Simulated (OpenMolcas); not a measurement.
# C2H7Si (SMILES C[SiH]C) at 6 levels

Aim: a comparison of 6 runs (UHF/STO-3G, UHF/3-21G, UHF/6-311+G**, UBLYP/6-311+G**, UPBE0/6-311+G**, UTPSS/6-311+G**) of C2H7Si. 

The calculation is run with OpenMolcas 26.06.

## Step 1: The molecule

C2H7Si has 10 atoms, charge 0, and is taken as a doublet. SMILES: `C[SiH]C`. The coordinates come from a PBE0-D4/def2-TZVP relaxation.

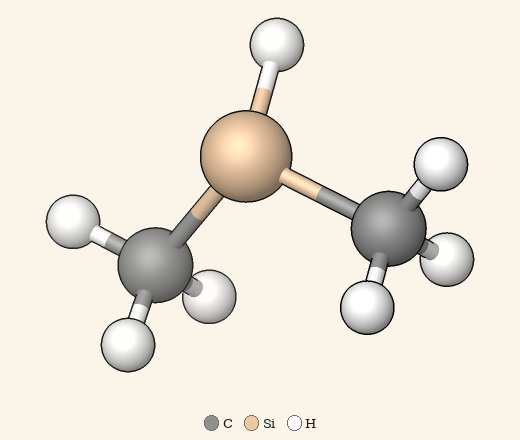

Viewed from a chosen angle; carbon grey, silicon light orange, hydrogen white.

## Step 2: Energy and forces at UHF/STO-3G (run 1)

Input file test.input:

```
&GATEWAY
BASLIB=$CurrDir
COORD
10
angstrom
C       -1.065300       0.729000      -0.876200
Si       0.579500       0.676400       0.026300
C        0.745000      -0.863300       1.086800
H       -1.173700      -0.143700      -1.529000
H       -1.145400       1.625300      -1.494500
H       -1.899100       0.727900      -0.170400
H        1.707100       0.752000      -0.952200
H       -0.043500      -0.905000       1.841800
H        1.708100      -0.884600       1.600600
H        0.670300      -1.765000       0.469600
BASIS=STO-3G
GROUP=NoSym
&SEWARD
&SCF
UHF
SPIN=2
THRESHOLDS=1e-10 1e-07 1e-07 1e-05
PRORBITALS=1 2
&ALASKA
```

The basis set STO-3G is read from a file made from the Basis Set Exchange's data (not shown).

Command:

```bash
export MOLCAS_MEM=1860
pymolcas test.input > test.log
```

The program printed:

```text
--- Start Module: gateway ---
[...]
--- Stop Module: gateway /rc=_RC_ALL_IS_WELL_ ---
[...]
      Basis functions           26
[...]
--- Start Module: scf ---
[...]
       Convergence after  13 Iterations
[...]
::    Total SCF energy                               -364.4631654178
[...]
      Total spin, S                                     0.5008332909
[...]
      Total electronic charge=   33.000000
      Total            charge=   -0.000000
[...]
      Dipole Moment (debye):
      Origin of the operator (angstrom)=    0.2065    0.2831    0.0513
                   X=  1.0945E-02               Y=  5.5507E-01               Z=  4.3998E-01           Total=  7.0838E-01
      Quadrupole Moment (debye*angstrom):
[...]
 *              Molecular gradients               *
 **************************************************
  Irreducible representation: a
 ------------------------------------------------------------------------------------------
                              X                       Y                       Z
 ------------------------------------------------------------------------------------------
  C1               -1.05240941404006E-03    6.66536022559439E-03    2.70517512282886E-03
  SI2              -2.36531298467799E-02   -1.11937957564834E-02    1.27091631055383E-02
  C3                1.70316441008689E-03    4.30687563403609E-03    5.63735017366263E-03
  H4                2.34036525603065E-03   -8.88592045319880E-03   -4.67065106815800E-03
  H5                4.12007360431232E-04    7.18420919817442E-03   -4.36023661599405E-03
  H6               -5.61319668195903E-03    1.42383755475650E-05    6.87215253588080E-03
  H7                2.62525301952192E-02    5.83771590892546E-03   -1.94701974843832E-02
  H8               -6.88816357080579E-03    1.10453592108595E-03    5.55935071549962E-03
[...]
```

It took 2 s on 1 thread of Intel Xeon Platinum 8375C at 2.90GHz (Ice Lake), shared host; peak memory 0.37 GiB.

## Step 3: Energy and forces at UHF/3-21G (run 2)

Input file mol.inp:

```
* C2H7Si Hartree-Fock

&gateway
 baslib=$CurrDir
 coord
 10
 angstrom
 C       -1.065300       0.729000      -0.876200
 Si       0.579500       0.676400       0.026300
 C        0.745000      -0.863300       1.086800
 H       -1.173700      -0.143700      -1.529000
 H       -1.145400       1.625300      -1.494500
 H       -1.899100       0.727900      -0.170400
 H        1.707100       0.752000      -0.952200
 H       -0.043500      -0.905000       1.841800
 H        1.708100      -0.884600       1.600600
 H        0.670300      -1.765000       0.469600
 basis=3-21G
 group=NoSym

&seward

&scf
 uhf
 spin=2
 thresholds=1e-10 1e-07 1e-07 1e-05
 prorbitals=1 1

&alaska
```

The basis set 3-21G is read from a file made from the Basis Set Exchange's data (not shown).

Command:

```bash
export MOLCAS_MEM=1860
pymolcas mol.inp > mol.log
```

The program printed:

```text
--- Start Module: gateway ---
[...]
--- Stop Module: gateway /rc=_RC_ALL_IS_WELL_ ---
[...]
      Basis functions           45
[...]
--- Start Module: scf ---
[...]
       Convergence after  15 Iterations
[...]
::    Total SCF energy                               -366.7536432869
[...]
      Total spin, S                                     0.5014503775
[...]
      Total electronic charge=   33.000000
      Total            charge=   -0.000000
[...]
      Dipole Moment (debye):
      Origin of the operator (angstrom)=    0.2065    0.2831    0.0513
                   X= -5.0143E-01               Y= -2.5077E-01               Z=  2.5886E-01           Total=  6.1751E-01
      Quadrupole Moment (debye*angstrom):
[...]
 *              Molecular gradients               *
 **************************************************
  Irreducible representation: a
 ------------------------------------------------------------------------------------------
                              X                       Y                       Z
 ------------------------------------------------------------------------------------------
  C1                1.85125781395099E-02   -6.21571705648583E-04    1.05696036618510E-02
  SI2              -1.34372240144716E-02   -1.37741206821724E-02    1.20073434115398E-03
  C3               -2.14242136290110E-03    1.75934386376886E-02   -1.18689000705903E-02
  H4                5.75337219456351E-04   -4.55161160143103E-03   -2.72984879843396E-03
  H5                5.09360606629761E-04    4.28608049195667E-03   -2.48907433507362E-03
  H6               -3.26603978137907E-03   -1.13377775346576E-04    3.84132368235823E-03
  H7               -8.00420654706091E-04   -4.28201303304565E-04    3.93307193216508E-04
  H8               -3.97087954855158E-03    4.83380371404107E-04    3.13132029222674E-03
[...]
```

Run time: 2.5 s. Hardware: 1 thread of Intel Xeon Platinum 8375C at 2.90GHz (Ice Lake), shared host; peak memory 0.38 GiB.

Runs 3 to 5 aren't shown in full; the table further down has their settings and results.

## Step 4: The energy at UTPSS/6-311+G(d,p) (run 6)

Input file struct.xyz:

```xyz
10

C     -1.065300     0.729000    -0.876200
Si     0.579500     0.676400     0.026300
C      0.745000    -0.863300     1.086800
H     -1.173700    -0.143700    -1.529000
H     -1.145400     1.625300    -1.494500
H     -1.899100     0.727900    -0.170400
H      1.707100     0.752000    -0.952200
H     -0.043500    -0.905000     1.841800
H      1.708100    -0.884600     1.600600
H      0.670300    -1.765000     0.469600
```

Input file job.input:

```
>>> EXPORT MOLCAS_PRINT=2

&GATEWAY
  BasLib=$CurrDir
  Coord=struct.xyz
  Basis=6-311pGss
  Group=NoSym

&SEWARD
  GridInput
  Grid=UltraFine
  End of Grid

&SCF
  UHF
  Spin=2
  KSDFT=2
  1.0 MGGA_X_TPSS
  1.0 MGGA_C_TPSS
  Thresholds=1e-10 1e-07 1e-07 1e-05
  PrOrbitals=1 2
```

The basis set 6-311+G** is read from a file made from the Basis Set Exchange's data (not shown).

Command:

```bash
export MOLCAS_MEM=1860
pymolcas job.input > job.log
```

The program printed:

```text
--- Start Module: gateway ---
[...]
--- Stop Module: gateway /rc=_RC_ALL_IS_WELL_ ---
--- Start Module: seward ---
[...]
      Basis functions          116
--- Stop Module: seward /rc=_RC_ALL_IS_WELL_ ---
[...]
--- Start Module: scf ---
[...]
       Convergence after  14 Iterations
[...]
::    Total KS-DFT energy                            -369.9516436755
[...]
      Total spin, S                                     0.5010092890
[...]
      Total electronic charge=   33.000000
      Total            charge=   -0.000000
[...]
      Dipole Moment (debye):
      Origin of the operator (angstrom)=    0.2065    0.2831    0.0513
                   X= -5.7727E-01               Y= -5.8961E-01               Z=  5.3976E-02           Total=  8.2692E-01
      Quadrupole Moment (debye*angstrom):
[...]
--- Stop Module: scf /rc=_RC_ALL_IS_WELL_ ---
[...]
```

It took 95 s on 1 thread of Intel Xeon Platinum 8375C at 2.90GHz (Ice Lake), shared host; peak memory 0.71 GiB.

## Step 5: Overview of the runs

```
run            level  integration grid      task  energy (Eh)  dipole moment (D)  HOMO energy (eV)  LUMO energy (eV)  wall time
  1       UHF/STO-3G                 –  gradient  -364.463165               0.71             -6.08              6.68        2 s
  2        UHF/3-21G                 –  gradient  -366.753643               0.62             -8.16              1.96      2.5 s
  3    UHF/6-311+G**                 –  gradient  -368.744115               0.67             -8.32              1.25       20 s
  4  UBLYP/6-311+G**         UltraFine  gradient  -369.851113               0.84             -4.25             -2.77       77 s
  5  UPBE0/6-311+G**         UltraFine  gradient  -369.684567               0.83             -5.54             -1.79       78 s
  6  UTPSS/6-311+G**         UltraFine    energy  -369.951644               0.83             -4.63             -2.72       95 s
```

## Step 6: Summary of results

| quantity | value |
| --- | --- |
| run 6: total energy | -369.95164 Eh |
| run 6: dipole moment | 0.83 D |
| run 6: HOMO energy (highest over α and β) | -4.63 eV |
| run 6: LUMO energy (lowest over α and β) | -2.72 eV |
| run 6: ⟨S²⟩ | 0.752 |

In words: The dipole moment (its size) runs from 0.62 D (UHF/3-21G) to 0.84 D (UBLYP/6-311+G**). The two ends differ in method and basis. Totals of different functionals can't be ranked against each other. In run 1 the basis is minimal, so the values are rough. All runs together took 4.6 min, the longest 95 s.
